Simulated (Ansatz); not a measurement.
# C4HF5: basis-set convergence

Aim: see how fast density functionals converge with the basis set for C4HF5.

Computed with Ansatz 0.2.0, Gaussian basis. Level: one geometry, several basis sets.

Plan: PBE0-D4/def2-SVP; ωB97M-V/def2-SVP; PBE0-D4/def2-QZVPP; ωB97M-V/def2-QZVPP; the functionals' def2-TZVPP values are taken from earlier runs.

## (1) The relaxed structure

The geometry comes from an earlier relaxation with PBE0-D4 in a triple-zeta def2 set; it is a stationary point, not always the lowest conformer.

SMILES `FC(F)=CC(F)=C(F)F`, 10 atoms, charge 0, spin multiplicity 1.

Atoms are counted from 1 here; the program's logs count them from 0.

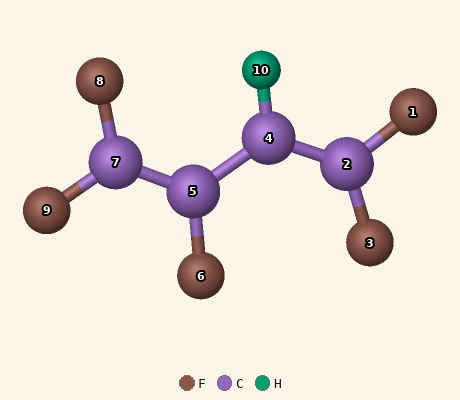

The structure; fluorine brown, carbon purple, hydrogen teal; atoms are numbered from 1 in the order of the file.

## (2) PBE0-D4 in def2-SVP

in.yaml

```yaml
crystal:
  periodic: [false, false, false]
  atoms:
    - {symbol: F, position_ang: [-2.028768, -0.729525, 2.039627]}
    - {symbol: C, position_ang: [-1.431875, 0.004988, 1.130995]}
    - {symbol: F, position_ang: [-2.073150, 1.130249, 0.964243]}
    - {symbol: C, position_ang: [-0.333445, -0.381827, 0.496965]}
    - {symbol: C, position_ang: [0.371321, 0.370227, -0.506179]}
    - {symbol: F, position_ang: [-0.095451, 1.574950, -0.845498]}
    - {symbol: C, position_ang: [1.469373, -0.059856, -1.124470]}
    - {symbol: F, position_ang: [2.026077, -1.224265, -0.880805]}
    - {symbol: F, position_ang: [2.117721, 0.615432, -2.036101]}
    - {symbol: H, position_ang: [0.061198, -1.351674, 0.764226]}
basis:
  gaussian: {orbitals: def2-SVP}
hamiltonian: {xc: pbe0, dispersion: d4}
output: {orbitals: {seedname: orbitals}}
```

The run is started by

```
$ ansatz run in.yaml --threads 4 --pin off --events-out ev --progress --plain --max-ram 11315MiB
```

The program printed:

```text
Functional definition: PBE0
  name "PBE0"
  cite "Adamo & Barone, J. Chem. Phys. 110, 6158 (1999) doi:10.1063/1.478522"
  cite "Perdew, Burke & Ernzerhof, Phys. Rev. Lett. 77, 3865 (1996) doi:10.1103/PhysRevLett.77.3865"
  parent pbe
  parameter a = 0.25
  parameter kappa = 0.804
  parameter beta = 0.06672455060314922
  exchange = (1 - a)*pbe_x(kappa = kappa, mu = beta*pi^2/3) + a*exact_x
  correlation = pbe_c(beta = beta)
1430 factors; their error is unknown
mean field evaluation 1: about -17711.2435 eV, gradient 4.5e1 eV
mean field evaluation 2: about -17708.6349 eV, gradient 5.5e1 eV
mean field evaluation 4: about -17715.3285 eV, gradient 2.8e0 eV
mean field evaluation 8: about -17715.3461 eV, gradient 7.3e-2 eV
mean field evaluation 16: about -17715.3582 eV, gradient 6.0e-5 eV
mean field -17715.35816526 eV, -651.0274046721 hartree, gradient 6.0e-5 eV, S^2 0.000000; 0 other end points of the search recorded, 0 dependent functions left out
reference -17715.35817935 eV, -651.0274051899 hartree; 35, 35 occupied and 96, 96 virtual orbitals, 1430 factors
Total energy: -17715.53703953 eV, -651.0339781805 hartree
```

It took 0.8 s on 4 threads of Intel Xeon 6975P-C, shared host; peak memory 0.36 GiB.

## (3) ωB97M-V in def2-SVP

Changes to in.yaml since step 2:

```diff
@@ -15,3 +15,3 @@
   gaussian: {orbitals: def2-SVP}
-hamiltonian: {xc: pbe0, dispersion: d4}
+hamiltonian: {xc: {name: wB97M-V}}
 output: {orbitals: {seedname: orbitals}}
```

Launched as before.

The program printed, cut to the lines that bear on the results:

```text
Functional definition: wB97M-V
  name "wB97M-V"
  cite "Mardirossian & Head-Gordon, J. Chem. Phys. 144, 214110 (2016) doi:10.1063/1.4952647"
  cite "Becke, J. Chem. Phys. 107, 8554 (1997) doi:10.1063/1.475007"
  cite "Vydrov & Van Voorhis, J. Chem. Phys. 133, 244103 (2010) doi:10.1063/1.3521275"
  # Of w^i u^j: cxij and so on, Table III.
[...]
  gx(w, u) = 1 - cx + cx01*u + cx10*w
  gss(w, u) = css00 + css04*u^4 + css10*w + css20*w^2 + css43*w^4*u^3
  gos(w, u) = cos00 + cos10*w + (cos20 + cos21*u)*w^2 + (cos60 + cos61*u)*w^6
[...]
      + integral(e_c_pw_mod_opposite_spin*gos(b97_w_opposite, b97_u_opposite)) + vv10(b, c)
1430 factors; their error is unknown
250 factors; integrals over basis functions are off by at most 3.9e-6 eV
[...]
mean field -17728.18960995 eV, -651.4989515673 hartree, gradient 3.0e-5 eV, S^2 0.000000; 0 other end points of the search recorded, 0 dependent functions left out
reference -17728.18963431 eV, -651.4989524624 hartree; 35, 35 occupied and 96, 96 virtual orbitals, 1430 factors
Total energy: -17728.18963431 eV, -651.4989524624 hartree
```

Run time: 2.4 s. Hardware: 4 threads of Intel Xeon 6975P-C, shared host; peak memory 0.47 GiB.

## (4) PBE0-D4 in def2-QZVPP

Changes to in.yaml since step 3:

```diff
@@ -14,4 +14,4 @@
 basis:
-  gaussian: {orbitals: def2-SVP}
-hamiltonian: {xc: {name: wB97M-V}}
+  gaussian: {orbitals: "def2-QZVPP.json"}
+hamiltonian: {xc: pbe0, dispersion: d4}
 output: {orbitals: {seedname: orbitals}}
```

Launched as before.

The program printed:

```text
Functional definition: PBE0
  name "PBE0"
  cite "Adamo & Barone, J. Chem. Phys. 110, 6158 (1999) doi:10.1063/1.478522"
  cite "Perdew, Burke & Ernzerhof, Phys. Rev. Lett. 77, 3865 (1996) doi:10.1103/PhysRevLett.77.3865"
  parent pbe
  parameter a = 0.25
  parameter kappa = 0.804
  parameter beta = 0.06672455060314922
  exchange = (1 - a)*pbe_x(kappa = kappa, mu = beta*pi^2/3) + a*exact_x
  correlation = pbe_c(beta = beta)
1669 factors; their error is unknown
mean field evaluation 1: about -17731.4615 eV, gradient 5.6e1 eV
mean field evaluation 2: about -17727.9015 eV, gradient 6.5e1 eV
mean field evaluation 4: about -17737.3076 eV, gradient 3.5e0 eV
mean field evaluation 8: about -17737.3329 eV, gradient 3.6e-1 eV
mean field evaluation 16: about -17737.3488 eV, gradient 1.4e-4 eV
mean field -17737.34876108 eV, -651.8355441630 hartree, gradient 6.1e-5 eV, S^2 0.000000; 0 other end points of the search recorded, 0 dependent functions left out
reference -17737.34879137 eV, -651.8355452759 hartree; 35, 35 occupied and 508, 508 virtual orbitals, 1669 factors
Total energy: -17737.52765155 eV, -651.8421182665 hartree
```

Wall time 7 s (4 threads of Intel Xeon 6975P-C, shared host); peak memory 2.3 GiB.

## (5) ωB97M-V in def2-QZVPP

Changes to in.yaml since step 4:

```diff
@@ -15,3 +15,3 @@
   gaussian: {orbitals: "def2-QZVPP.json"}
-hamiltonian: {xc: pbe0, dispersion: d4}
+hamiltonian: {xc: {name: wB97M-V}}
 output: {orbitals: {seedname: orbitals}}
```

Same command.

The program printed, cut to the lines that bear on the results:

```text
Functional definition: wB97M-V
  name "wB97M-V"
  cite "Mardirossian & Head-Gordon, J. Chem. Phys. 144, 214110 (2016) doi:10.1063/1.4952647"
  cite "Becke, J. Chem. Phys. 107, 8554 (1997) doi:10.1063/1.475007"
  cite "Vydrov & Van Voorhis, J. Chem. Phys. 133, 244103 (2010) doi:10.1063/1.3521275"
  # Of w^i u^j: cxij and so on, Table III.
[...]
  gx(w, u) = 1 - cx + cx01*u + cx10*w
  gss(w, u) = css00 + css04*u^4 + css10*w + css20*w^2 + css43*w^4*u^3
  gos(w, u) = cos00 + cos10*w + (cos20 + cos21*u)*w^2 + (cos60 + cos61*u)*w^6
[...]
      + integral(e_c_pw_mod_opposite_spin*gos(b97_w_opposite, b97_u_opposite)) + vv10(b, c)
1669 factors; their error is unknown
317 factors; integrals over basis functions are off by at most 6.1e-6 eV
[...]
mean field -17750.57563140 eV, -652.3216226818 hartree, gradient 7.0e-5 eV, S^2 0.000000; 0 other end points of the search recorded, 0 dependent functions left out
reference -17750.57567985 eV, -652.3216244623 hartree; 35, 35 occupied and 508, 508 virtual orbitals, 1669 factors
Total energy: -17750.57567985 eV, -652.3216244623 hartree
```

Run time: 13 s. Hardware: 4 threads of Intel Xeon 6975P-C, shared host; peak memory 2.7 GiB.

## (6) Density functionals: the series

The def2-TZVPP values come from earlier runs at the same geometry.

```
functional       basis  functions  energy (eV)  from the largest (eV)  HOMO (eV)  LUMO (eV)
   PBE0-D4    def2-SVP        131  -17715.5370                 21.991      -6.69      -0.70
   PBE0-D4  def2-TZVPP        293  -17736.6346                  0.893      -6.79      -0.78
   PBE0-D4  def2-QZVPP        543  -17737.5277                  0.000      -6.84      -0.83
   ωB97M-V    def2-SVP        131  -17728.1896                 22.386      -8.76       1.49
   ωB97M-V  def2-TZVPP        293  -17749.7405                  0.835      -8.89       1.37
   ωB97M-V  def2-QZVPP        543  -17750.5757                  0.000      -8.94       1.31
```

## (7) Outcome

| quantity | value |
| --- | --- |
| PBE0-D4: double and triple zeta above quadruple | 21.99, 0.89 eV |
| ωB97M-V: double and triple zeta above quadruple | 22.39, 0.84 eV |

What this shows: For PBE0-D4 the step from double to triple zeta gains 21.10 eV and the next only 0.89 eV. These are total energies; as a rule much of such shifts cancels in differences, which this series doesn't test.

For PBE0-D4 the largest set took about 9 times as long as the smallest (7 s against 0.8 s).
